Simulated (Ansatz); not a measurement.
SnH5Cl: several calculations on one system

Part 1: Relaxation

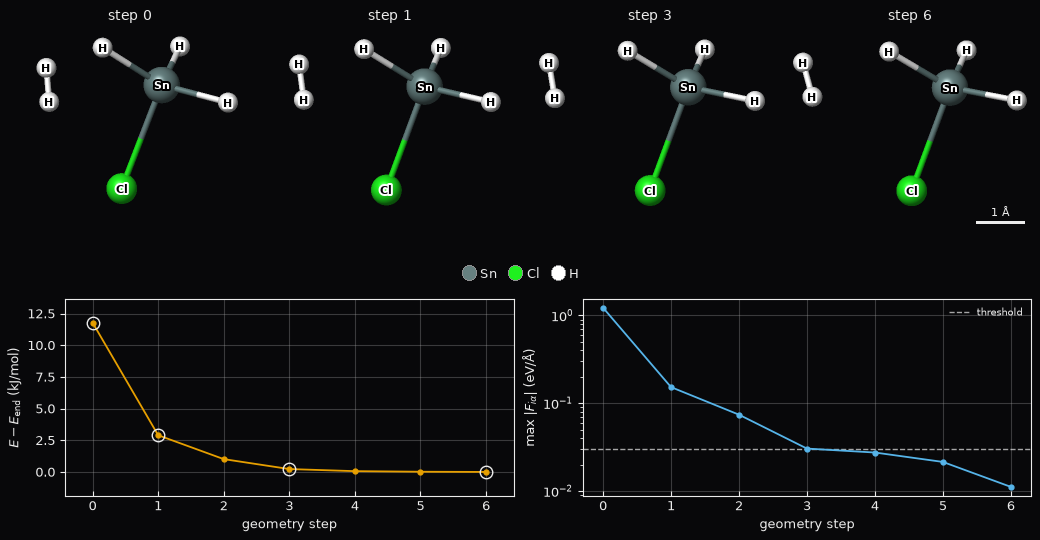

Frames of a relaxation of SnH₅Cl, marked on the history of the run. The picture is a ball-and-stick view, seen at a tilt.

The run prepares an end point of a later path (reaction) calculation, from a guessed geometry.

Level of theory: RKS PBE-D4/def2-mTZVP in Ansatz. Settings: no spin polarisation; force threshold 0.03 eV/Å; at most 50 steps.

**Describe the path.**

An H atom moves most after the best rigid fit: 0.60 Å. By element the largest moves are H 0.60 Å, Cl 0.26 Å, Sn 0.22 Å. Some distances before and after: H–H 0.714 → 0.752 Å, Cl–Sn 2.401 → 2.375 Å. Among the angles between lasting bonds that change: Cl–Sn–H 103.1° → 105.5°. After 6 geometry steps the energy has fallen by 11.8 kJ/mol. The largest force component goes from 1.2 to 0.011 eV/Å. From step 0 to 1: an H atom moves most (0.20 Å), energy −8.89 kJ/mol. From step 1 to 3: an H atom moves most (0.26 Å), energy −2.67 kJ/mol. From step 3 to 6: an H atom moves most (0.15 Å), energy −0.23 kJ/mol.

| step | E − E(0), kJ/mol | largest force component, eV/Å |
| --- | --- | --- |
| 0 | 0.00 | 1.2267 |
| 1 | -8.89 | 0.1529 |
| 2 | -10.77 | 0.0742 |
| 3 | -11.56 | 0.0305 |
| 4 | -11.72 | 0.0275 |
| 5 | -11.77 | 0.0215 |
| 6 | -11.78 | 0.0112 |

Limits of the set-up: the start holds two separate molecules, 2.6 Å apart at their closest, whose relative position is a soft coordinate.

Part 2: Relaxation

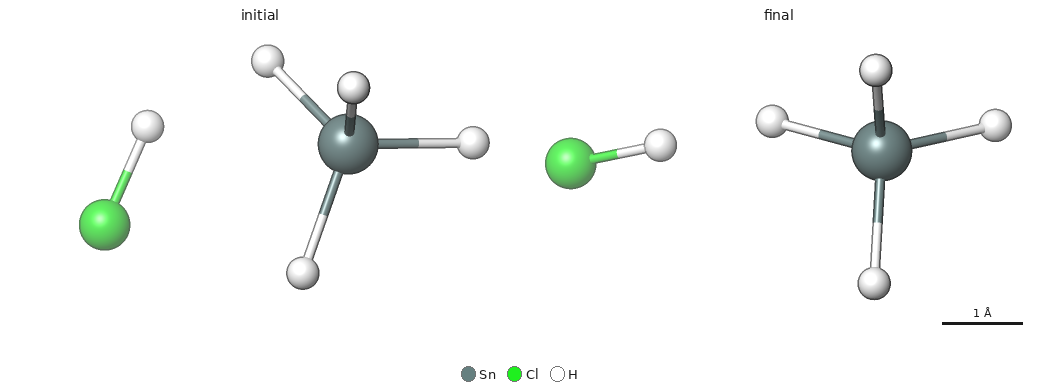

The structure of SnH5Cl before (left) and after (right) a relaxation, at one scale.

The picture is a ball-and-stick view, seen at a tilt.

The run prepares an end point of a later path (reaction) calculation, from a guessed geometry.

The calculation used Ansatz, RKS PBE-D4/def2-mTZVP. (no spin polarisation; force threshold 0.03 eV/Å; at most 50 steps)

**What changed between the two?**

Over 16 accepted moves (19 points after the start) the energy falls by 0.138 eV. Largest force component: 0.76 eV/Å at the start, 0.014 eV/Å at the end. The line search rejected the trial steps at points 7, 12, 18 of the run. The forces were under the threshold at step 10, but the run went on from there. The atom that moves furthest after the best rigid fit is the Cl atom (1.21 Å). Largest moves by element: Cl 1.21 Å, H 0.81 Å, Sn 0.25 Å. Some distances before and after: Cl–H 1.343 → 1.321 Å, H–Sn 1.725 → 1.718 Å. Bond angles that change, for instance: H–Sn–H 114.1° → 107.9°.

Part 3: Path

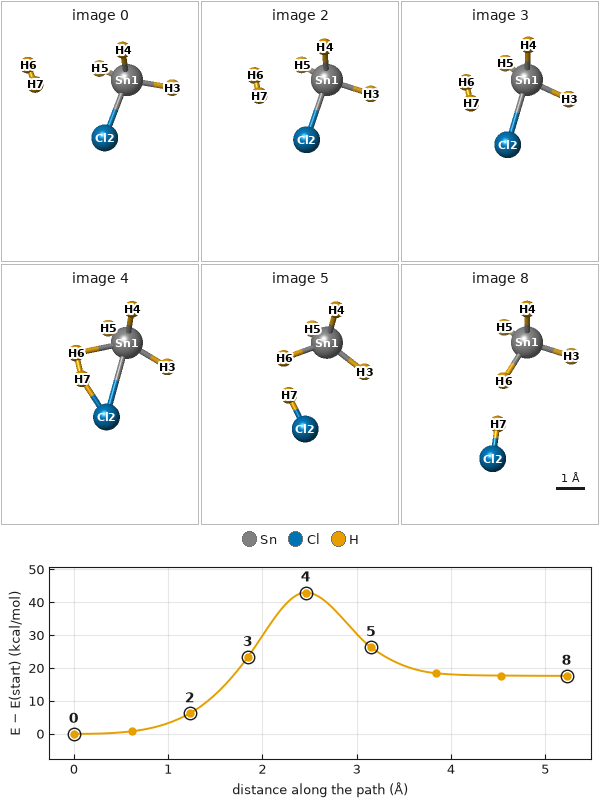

A search for the minimum-energy path of SnH$_{5}$Cl, made up at the start of SnH3Cl and H$_{2}$ by the nudged elastic band. Images are numbered from 0 (start) to 8 (end). Style: ball-and-stick. Shown at a tilt.

Theory: RKS PBE-D4/def2-mTZVP in Ansatz. Settings: 7 movable images; climbing image; force threshold 0.03 eV/Å; iteration limit 60; starting path through a guess of the saddle point.

### Describe the mechanism and the energy profile.

Forward barrier 43.0 kcal/mol, backward barrier 25.3 kcal/mol, with image 4 at the top; the reaction energy is +17.6 kcal/mol. Breaking: H6–H7 (0.75 → 0.96 at the top → 1.65 Å), Sn1–Cl2 (2.37 → 2.93 at the top → 4.61 Å). Forming: Cl2–H7 (3.19 → 1.65 at the top → 1.32 Å), Sn1–H6 (3.76 → 1.99 at the top → 1.74 Å). The band converged in 16 iterations. The largest component of the band force went from 4 to 0.014 eV/Å. The climbing image converged on the top of the path. Its vibrational analysis gives 2 imaginary modes over 30i cm⁻¹, so it isn't confirmed as a transition state.

Limits of the set-up: the start holds two separate molecules, 3.2 Å apart at their closest, whose relative position is a soft coordinate.

Cost: 2.5 min on 1 thread of AMD EPYC 7R43 64-Core Processor (Zen 3), with other jobs on the host, peak memory 0.15 GiB.
